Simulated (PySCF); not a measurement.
## NMR shielding calculation of C₅H₁₀BP

- system: C₅H₁₀BP
- method: GIAO OLYP/ANO-RCC-VDZP NMR shielding, non-relativistic, IEF-PCM chloroform (PySCF 2.14.0)

The geometry comes from this level: GFN2-xTB. It belongs to a series of runs on one base structure; here: solvent chloroform; OLYP/ANO-RCC-VDZP. Figures and captions count atoms from 1; the log counts them from 0 in places.

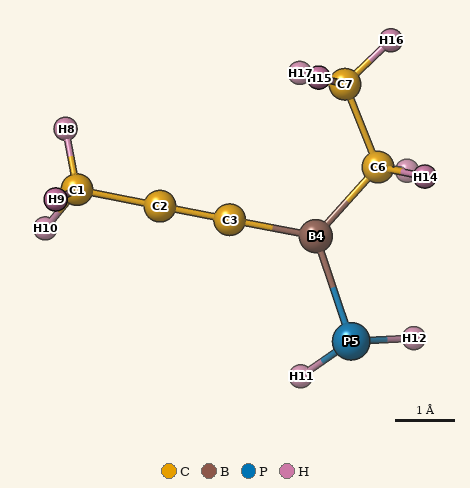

The input geometry (ball-and-stick view, seen on its broad side; atoms are numbered from 1 in the order of the input). Bond lengths as drawn: B–C 1.50 to 1.59 Å, B–P 1.90 Å, C–C 1.21 to 1.53 Å, C–H 1.09 to 1.10 Å and H–P 1.38 Å.

## Results in brief

- outcome: converged
- total energy: −562.498433 hartree
- HOMO: −5.60 eV
- LUMO: −2.13 eV
- dipole moment: 2.52 D
- isotropic shielding, C: 45.2 to 180.5 ppm
- isotropic shielding, B: 25.1 ppm
- isotropic shielding, P: 558.9 ppm
- isotropic shielding, H: 29.0 to 30.7 ppm
- hardware: 1 CPU thread, shared host
- wall time: 43 s
- peak memory: 0.82 GiB

Settings chosen away from the usual ones: solvent chloroform; OLYP/ANO-RCC-VDZP.

## Input file
```
{"job": {"kind": "nmr", "xc": "OLYP", "basis": "ANO-RCC-VDZP", "solvent": "chloroform", "pop": true}, "charge": 0, "multiplicity": 1}
C      3.281740    -0.007519     0.339092
C      1.864819     0.265795     0.317183
C      0.676029     0.490264     0.303951
B     -0.794379     0.760864     0.284513
P     -1.399572     2.559619     0.367138
C     -1.850373    -0.421484     0.301575
C     -1.274979    -1.817568     0.543248
H      3.471419    -1.059194     0.122326
H      3.680413     0.227155     1.326439
H      3.794026     0.609436    -0.399667
H     -0.576475     3.097555    -0.606676
H     -2.498953     2.445064    -0.466863
H     -2.380865    -0.425145    -0.657645
H     -2.621487    -0.215811     1.052078
H     -0.789819    -1.865732     1.515448
H     -2.056908    -2.574510     0.511346
H     -0.531637    -2.056761    -0.213934
```

The first line tells a small driver script what to run in PySCF; the rest is the geometry in Å.

Command:
```bash
OMP_NUM_THREADS=1 python <driver script> task.json out
```

## What the program printed
```
coarse grid: 14344 points
cycle   1  E = -562.3897804389  dE =  4.761e-01  |g| = 6.317e-01  |ddm| = 5.511e+00
cycle   2  E = -562.2161487622  dE =  1.736e-01  |g| = 9.890e-01  |ddm| = 2.157e+00
cycle   3  E = -562.4779447070  dE = -2.618e-01  |g| = 3.382e-01  |ddm| = 1.575e+00
cycle   4  E = -562.5092310872  dE = -3.129e-02  |g| = 6.154e-02  |ddm| = 3.720e-01
cycle   5  E = -562.5101740180  dE = -9.429e-04  |g| = 2.219e-02  |ddm| = 8.435e-02
cycle   6  E = -562.5103075102  dE = -1.335e-04  |g| = 5.367e-03  |ddm| = 2.920e-02
cycle   7  E = -562.5103153469  dE = -7.837e-06  |g| = 1.438e-03  |ddm| = 7.147e-03
final grid: 132896 points
cycle   8  E = -562.4983908000  dE = -6.620e-05  |g| = 1.154e-02  |ddm| = 7.721e-02
cycle   9  E = -562.4983389737  dE =  5.183e-05  |g| = 1.698e-02  |ddm| = 3.796e-02
cycle  10  E = -562.4984328852  dE = -9.391e-05  |g| = 1.345e-03  |ddm| = 2.381e-02
cycle  11  E = -562.4984332808  dE = -3.956e-07  |g| = 7.174e-04  |ddm| = 1.933e-03
cycle  12  E = -562.4984333936  dE = -1.128e-07  |g| = 2.773e-04  |ddm| = 9.035e-04
cycle  13  E = -562.4984334152  dE = -2.162e-08  |g| = 5.484e-05  |ddm| = 3.413e-04
cycle  14  E = -562.4984334161  dE = -8.865e-10  |g| = 1.291e-05  |ddm| = 7.136e-05
```

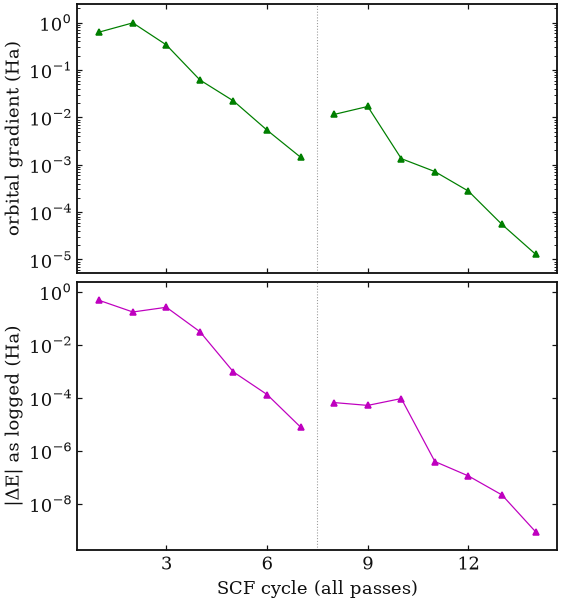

Convergence of the self-consistent field: orbital gradient and size of the energy change against the SCF cycle. The dotted line marks the change from a coarse to the final integration grid. The first 7 cycles use a coarse grid, the final grid takes over at cycle 8, and the field converges after 14 cycles in all.

```
converged SCF energy = -562.4984334161

GIAO shielding tensors (ppm)
atom      isotropic    diamagn.    paramagn.     s11        s22        s33       span
  0 C      180.493     244.323     -63.829    174.603    175.508    191.369     16.765
  1 C       45.178     256.128    -210.950     -4.132     17.324    122.343    126.474
  2 C       99.995     263.721    -163.726     18.455     25.048    256.482    238.027
  3 B       25.118     198.046    -172.928    -57.346     13.736    118.965    176.311
  4 P      558.892     979.789    -420.897    486.377    530.725    659.574    173.197
  5 C      157.714     239.977     -82.263    129.315    167.066    176.760     47.445
  6 C      172.490     238.241     -65.751    162.255    171.110    184.104     21.849
  7 H       29.029      30.839      -1.810     23.971     27.988     35.127     11.156
  8 H       28.997      28.760       0.237     24.635     27.428     34.928     10.293
  9 H       29.004      29.340      -0.336     24.287     27.561     35.164     10.876
 10 H       29.273      32.797      -3.524     24.695     27.821     35.303     10.608
 11 H       29.246      31.644      -2.398     24.741     28.200     34.798     10.057
 12 H       30.051      31.493      -1.442     24.986     30.493     34.675      9.690
 13 H       29.680      29.970      -0.290     24.930     30.592     33.518      8.588
 14 H       30.719      31.521      -0.801     27.422     29.165     35.571      8.148
 15 H       30.655      28.695       1.960     25.751     28.947     37.266     11.515
 16 H       30.397      32.889      -2.492     26.640     29.743     34.808      8.168
```

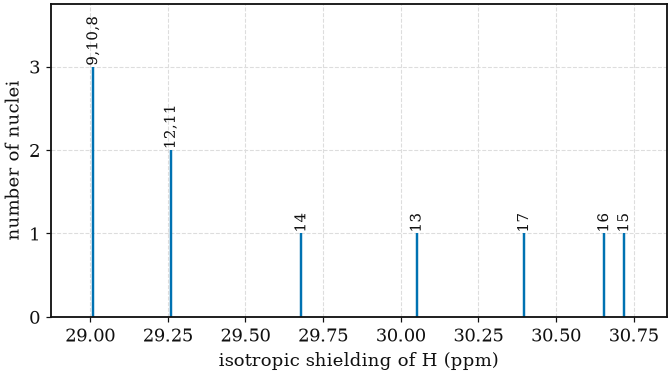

Isotropic shieldings of the hydrogen nuclei in this fixed geometry, labelled by atom number; shielding grows to the right, so chemical shift grows to the left. The least shielded is H9 (29.0 ppm), the most shielded H15 (30.7 ppm).
